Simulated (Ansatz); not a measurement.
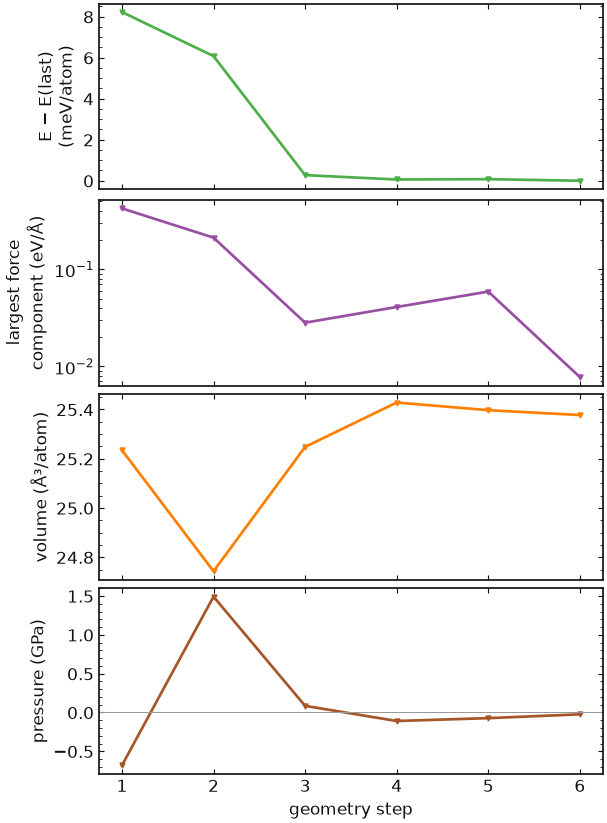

History of a geometry optimisation. Atoms and cell relax. A closing SCF on a freshly chosen basis isn't drawn.

```
crystal:
  lattice:
    - [4.414807, 0.0, 0.0]
    - [-2.207403, 3.82334, 0.0]
    - [-2.207403, 1.274447, 11.960025]
  atoms:
    - { symbol: Rb, position: [0.5, 0.5, 0.5] }
    - { symbol: Cd, position: [0.09027, 0.90973, 0.27081] }
    - { symbol: Cd, position: [0.90973, 0.09027, 0.72919] }
    - { symbol: Cd, position: [0.30177, 0.69823, 0.90531] }
    - { symbol: Cd, position: [0.69823, 0.30177, 0.09469] }
    - { symbol: P, position: [0.22904, 0.77096, 0.68712] }
    - { symbol: P, position: [0.77096, 0.22904, 0.31288] }
    - { symbol: P, position: [0.0, 0.0, 0.0] }
  symmetry: { tolerance: 0.0003 }
kpoints:
  mp_grid: { grid: [5, 5, 5], shift: [0, 0, 0] }
magnetization:
  spin_polarized: false
scf:
  occupations: { method: fermi_dirac }
  n_extra_bands: 16
hamiltonian:
  pseudopotentials: { kind: paw }
  xc: r2scan
basis:
  ecutwfc: 500
output:
  forces: true
  stress: true
  eigenvalues: true
relax:
  max_steps: 40
  cell: {}
accuracy: high
```

Run as:
```bash
ansatz run input.yaml --threads 1 --pin off --max-ram 2560MiB --backend cpu --events-out ev --progress --plain --runs-dir out
```

**How did it end, and what did it gain?**

The optimisation met its thresholds at geometry 6, counting the start as the first. The energy fell by about 8.2 meV/atom from the first step to the last. Step 5 went uphill and was rejected by the line search. The largest force component goes from about 0.42 eV/Å at the start to 8 × 10⁻³ eV/Å at the end.

**Was the starting cell too large or too small?**

The volume grows from 25.23 to 25.38 Å³ per atom (+0.6 %), as the pressure goes from −0.68 GPa to about 0 GPa. The start was compressed.
